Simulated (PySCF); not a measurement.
Consider C$_{4}$H$_{3}$N$_{2}$ (doublet).

```xyz
9

N    -1.7972    1.2701    1.5277
C    -1.3684    0.4749    0.8297
C    -0.8084   -0.5221   -0.0535
C     0.5886   -0.2241   -0.3753
C     1.6819    0.5008   -0.2915
N     1.6597   -0.7095   -1.1088
H    -0.8654   -1.5105    0.4185
H    -1.3903   -0.5648   -0.9822
H     2.3131    1.2912    0.0103
```

Geometry: GFN2-xTB.

Computed with UKS B3LYP, pcH-1 on C H N, non-relativistic, mean-field spin-orbit, GIAO in PySCF.

Predict the electron density, electron localisation function and spin density between the atoms.

Answer. C–N (1.14 Å): ρ is about 3.6 e/Å³ halfway; the ELF peaks at about 0.85 between the atoms (a multiple bond).
C–C (1.31 Å): ρ at the midpoint is about 2.2 e/Å³; the ELF peaks at about 0.85 between the atoms; a multiple bond.
C–H (1.06 Å): ρ is about 2.1 e/Å³ halfway; the ELF climbs to about 1 towards the hydrogen, as it does in any bond to H (an ordinary covalent bond to hydrogen).
C–C (1.44 Å): ρ at the midpoint is about 1.8 e/Å³; the ELF peaks at about 0.95 between the atoms (localised, covalent bonding).
The unpaired spin (1 electron) lies mostly on N6 (about 0.7) and C5 (about 0.3), in electrons by Hirshfeld's partition.

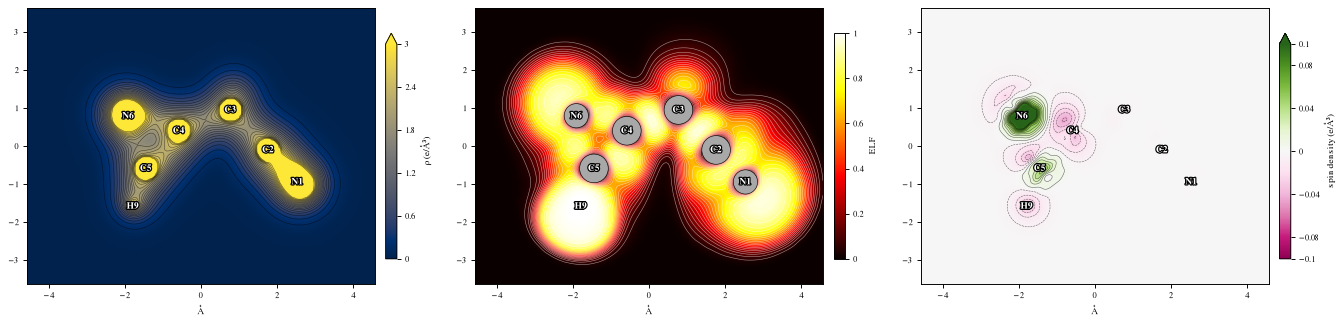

Computed electron density, electron localisation function and spin density on the plane of atoms C3, C4 and N6, in this order. Grey discs cover the atomic cores in the ELF map. 
